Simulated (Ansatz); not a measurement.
# Calculations on HF

**1. Relaxation**

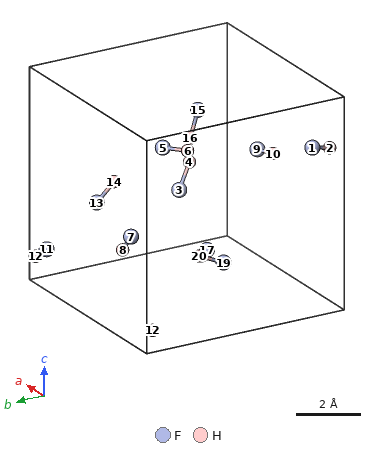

This is the input geometry for a relaxation of an amorphous cell of composition HF. The picture is a ball-and-stick view of the cell of the calculation, seen from a free direction.

The cell holds 10 HF. The run prepares the start of a later molecular dynamics calculation, from a guessed geometry.

Computed with DFT PBE, scalar-relativistic, plane waves, PAW in Ansatz.

Input file:
```yaml
accuracy: low
crystal:
  lattice:
    - [7.204832, 0.0, 0.0]
    - [0.0, 7.204832, 0.0]
    - [0.0, 0.0, 7.204832]
  atoms:
    - { symbol: F, position: [0.0550119, 0.1285997, 0.7691129] }
    - { symbol: H, position: [0.1008001, 0.0141176, 0.7291299] }
    - { symbol: F, position: [0.8982016, 0.3029913, 0.3128948] }
    - { symbol: H, position: [0.9173227, 0.239917, 0.4245075] }
    - { symbol: F, position: [0.4034231, 0.6793007, 0.7613164] }
    - { symbol: H, position: [0.2879274, 0.6220615, 0.7749465] }
    - { symbol: F, position: [0.3605883, 0.8651667, 0.3962233] }
    - { symbol: H, position: [0.4486953, 0.855426, 0.3016525] }
    - { symbol: F, position: [0.611293, 0.0774638, 0.5571465] }
    - { symbol: H, position: [0.4839048, 0.0740893, 0.5808579] }
    - { symbol: F, position: [0.8904349, 0.9784772, 0.1761871] }
    - { symbol: H, position: [0.9979833, 0.9704498, 0.1042825] }
    - { symbol: F, position: [0.7502343, 0.8077804, 0.4093519] }
    - { symbol: H, position: [0.6988477, 0.7502172, 0.5135021] }
    - { symbol: F, position: [0.679389, 0.3380027, 0.7723938] }
    - { symbol: H, position: [0.6771949, 0.3773015, 0.6488942] }
    - { symbol: F, position: [0.457169, 0.423616, 0.209869] }
    - { symbol: H, position: [0.5599234, 0.3882079, 0.139235] }
    - { symbol: F, position: [0.088102, 0.5578687, 0.3065145] }
    - { symbol: H, position: [0.0956684, 0.6763433, 0.3585518] }
basis:
  ecutwfc: 420.0
kpoints:
  mp_grid: { grid: [1, 1, 1] }
hamiltonian:
  xc: pbe
scf:
  occupations: { method: fermi_dirac, width: 0.02 }
  lower_state_search: "off"
relax:
  f_tol: 0.3
  max_steps: 15
  adjacent_minimum: "off"
```

Launched with:
```bash
ansatz run input.yaml --threads 1 --pin off --max-ram 3072MiB --backend cpu --events-out ev --progress --plain --runs-dir out
```

**Predict the outcome.**

After 12 accepted moves (13 points after the start) the energy has fallen by 173 meV per atom. Largest force component: 0.84 eV/Å at the start, 0.13 eV/Å at the end. 1 step only repeated the SCF at the same geometry. The atom that moves furthest is H2 (1.55 Å along [2 −3 3]). By element the largest moves are H 1.55 Å, F 1.42 Å. The cell stays as it was. Near-neighbour distances that change, for instance: F11–H12 0.934 → 0.991 Å, F13–H14 0.934 → 0.976 Å, F1–H2 0.934 → 0.969 Å, F17–H18 0.934 → 0.955 Å. The run took 14 s on 1 thread of Intel(R) Xeon(R) 6975P-C (Granite Rapids), on a shared host, peak memory 0.4 GiB.

Step by step:

| step | E − E(0), meV/atom | largest force component, eV/Å | note |
| --- | --- | --- | --- |
| 0 | 0.00 | 0.8391 |  |
| 1 | -25.39 | 1.6551 |  |
| 2 | -38.35 | 2.6621 |  |
| 3 | -58.60 | 2.6071 |  |
| 4 | -77.39 | 2.3307 |  |
| 5 | -95.50 | 1.0253 |  |
| 6 | -111.40 | 1.2511 |  |
| 7 | -128.15 | 0.8932 |  |
| 8 | -143.35 | 0.4652 |  |
| 9 | -154.06 | 0.7458 |  |
| 10 | -160.82 | 0.6413 |  |
| 11 | -168.54 | 0.5348 |  |
| 12 | -172.93 | 0.1327 |  |
| 13 | -172.93 | 0.1329 | same geometry, SCF repeated |

Final geometry:

```
CELL_PARAMETERS angstrom
7.20483 0.00000 0.00000
0.00000 7.20483 0.00000
0.00000 0.00000 7.20483
ATOMIC_POSITIONS crystal
F 0.11558 0.97186 0.87095
H 0.20019 0.86879 0.85335
F 0.77989 0.27276 0.28037
H 0.85327 0.17044 0.23650
F 0.32979 0.70806 0.79265
H 0.40912 0.62504 0.85745
F 0.43707 0.97117 0.39081
H 0.51218 0.85846 0.40398
F 0.53374 0.16148 0.65322
H 0.49487 0.09426 0.53986
F 0.97164 0.98760 0.17730
H 0.03042 0.98354 0.05307
F 0.66149 0.71589 0.43091
H 0.64268 0.61714 0.52181
F 0.61341 0.48673 0.68231
H 0.58219 0.35485 0.65919
F 0.52435 0.44611 0.08644
H 0.62329 0.38361 0.14881
F 0.09884 0.66631 0.31813
H 0.04811 0.78331 0.28945
```

After the run, drawn alike:

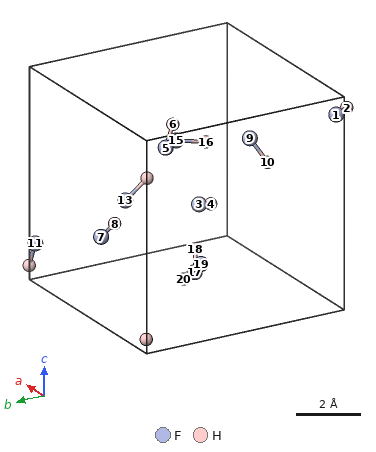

Limits of the set-up: the program's low-accuracy preset was used; the periodic images lie only 7.2 Å apart, so the values are limited by the cell's size.

**2. Dynamics**

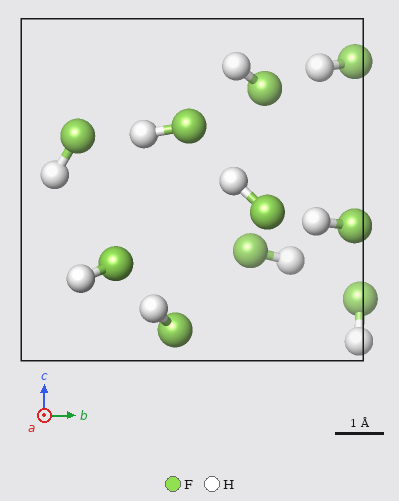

Starting frame of a dynamics run of a periodic cell with 10 HF at 0.888 g/cm³. A ball-and-stick model of the simulation cell, seen along the a axis.

These are results of Ansatz, DFT PBE, scalar-relativistic, plane waves, PAW, not measurements.

Input
```yaml
accuracy: low
crystal:
  lattice:
    - [7.204832, 0.0, 0.0]
    - [0.0, 7.204832, 0.0]
    - [0.0, 0.0, 7.204832]
  atoms:
    - { symbol: F, position: [0.11557646, -0.02814173, 0.87095385] }
    - { symbol: H, position: [0.20019021, -0.13121284, 0.8533499] }
    - { symbol: F, position: [0.77988817, 0.27275975, 0.28036878] }
    - { symbol: H, position: [0.85326714, 0.17043778, 0.23650004] }
    - { symbol: F, position: [0.32979292, 0.70806242, 0.7926547] }
    - { symbol: H, position: [0.40911625, 0.62503689, 0.85745461] }
    - { symbol: F, position: [0.43707224, 0.97116988, 0.39080601] }
    - { symbol: H, position: [0.51217671, 0.85846141, 0.40397606] }
    - { symbol: F, position: [0.53374493, 0.16147896, 0.65321562] }
    - { symbol: H, position: [0.49486571, 0.09426162, 0.53985869] }
    - { symbol: F, position: [0.97164162, 0.98760022, 0.17729852] }
    - { symbol: H, position: [1.0304217, 0.98353563, 0.05307234] }
    - { symbol: F, position: [0.66149079, 0.71589005, 0.43091457] }
    - { symbol: H, position: [0.64268177, 0.61714156, 0.5218113] }
    - { symbol: F, position: [0.61341435, 0.48672799, 0.68231464] }
    - { symbol: H, position: [0.58218998, 0.3548458, 0.65918581] }
    - { symbol: F, position: [0.52434873, 0.44611474, 0.08643974] }
    - { symbol: H, position: [0.62329142, 0.38360873, 0.14881377] }
    - { symbol: F, position: [0.09883655, 0.66631408, 0.31813105] }
    - { symbol: H, position: [0.04810744, 0.78330536, 0.28945011] }
basis:
  ecutwfc: 420.0
kpoints:
  mp_grid: { grid: [1, 1, 1] }
hamiltonian:
  xc: pbe
scf:
  occupations: { method: fermi_dirac, width: 0.02 }
  lower_state_search: "off"
md:
  timestep: 0.5
  n_steps: 300
  ensemble: nvt_langevin
  temperature: 350.0
  initial_velocities: maxwell_boltzmann
  seed: 625679
  friction: 0.02
```

Command:
```bash
ansatz run input.yaml --threads 1 --pin off --max-ram 3072MiB --backend cpu --events-out ev --progress --plain --runs-dir out
```

**Predict how the run goes.**

Over the second half the temperature averages 340 K (spread ±50 K). The potential energy is still drifting at the end, so the run hasn't reached equilibrium. The potential energy in the second half lies on average 32.6 meV per atom above the first frame. In the second half of the run the atoms are, in the root-mean-square, this far from where they began (common drift taken out): H 0.67 Å, F 0.51 Å. The heavy atoms stay within a fraction of a molecule's size of their starting places; so short a run doesn't tell a liquid from a solid.

Along the run (each row but the first and the last is the mean over the interval that it begins):

```json
{"time (fs)": "0.0", "potential energy (meV/atom)": "0.0", "T (K)": "332"}
{"time (fs)": "15.0", "potential energy (meV/atom)": "20.6", "T (K)": "300"}
{"time (fs)": "30.0", "potential energy (meV/atom)": "23.0", "T (K)": "286"}
{"time (fs)": "45.0", "potential energy (meV/atom)": "24.5", "T (K)": "317"}
{"time (fs)": "60.0", "potential energy (meV/atom)": "26.2", "T (K)": "341"}
{"time (fs)": "75.0", "potential energy (meV/atom)": "26.9", "T (K)": "311"}
{"time (fs)": "90.0", "potential energy (meV/atom)": "29.0", "T (K)": "315"}
{"time (fs)": "105.0", "potential energy (meV/atom)": "29.4", "T (K)": "367"}
{"time (fs)": "120.0", "potential energy (meV/atom)": "35.4", "T (K)": "372"}
{"time (fs)": "135.0", "potential energy (meV/atom)": "42.0", "T (K)": "334"}
{"time (fs)": "150.0", "potential energy (meV/atom)": "38.5", "T (K)": "375"}
```

The paths of the atoms:

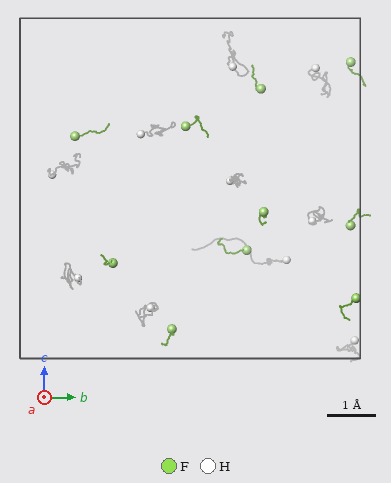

Limits of the set-up: the program's low-accuracy preset was used; the periodic images lie only 7.2 Å apart, so the values are limited by the cell's size.

**3. Dynamics**

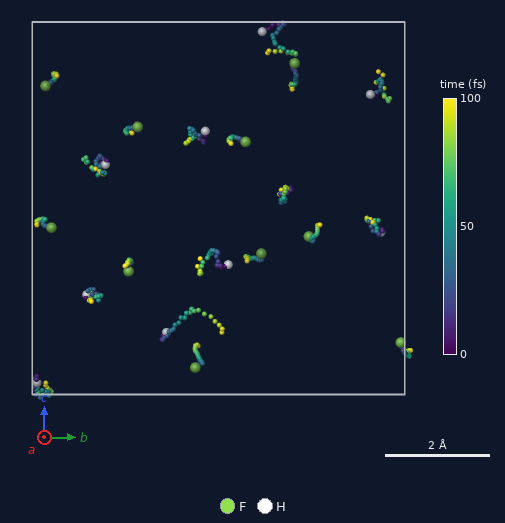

Molecular dynamics of a periodic cell with 10 HF at 0.888 g/cm³, 100 fs long. It starts from the last geometry of an earlier run, with fresh velocities. Dots mark each atom's position at evenly spaced times, coloured by time; spheres stand at the starting positions. Seen along the a axis in the simulation cell.

Computed with DFT PBE, scalar-relativistic, plane waves, PAW (Ansatz). Settings: plane-wave cutoff 420 eV; k-point mesh 1 × 1 × 1; Fermi-Dirac smearing 0.02 eV; low-accuracy preset; Langevin thermostat (NVT); set temperature 350 K; time step 0.5 fs; friction 0.02 per fs.

Q: How do the atoms move?

A: In the second half of the run the atoms are, in the root-mean-square, this far from where they began (common drift taken out): H 0.52 Å, F 0.36 Å. The heavy atoms stay within a fraction of a molecule's size of their starting places; so short a run doesn't tell a liquid from a solid. The mean temperature in the second half is 307 K (standard deviation 42 K). The potential energy is still drifting at the end, so the run hasn't reached equilibrium. The potential energy in the second half lies on average 0.1 meV per atom below the first frame. The self-consistency threshold is loose, so the forces are noisy.

Limits of the set-up: the program's low-accuracy preset was used; the periodic images lie only 7.2 Å apart, so the values are limited by the cell's size.

The run took 92 s on 1 thread of Intel(R) Xeon(R) 6975P-C (Granite Rapids), on a shared host, peak memory 0.41 GiB.
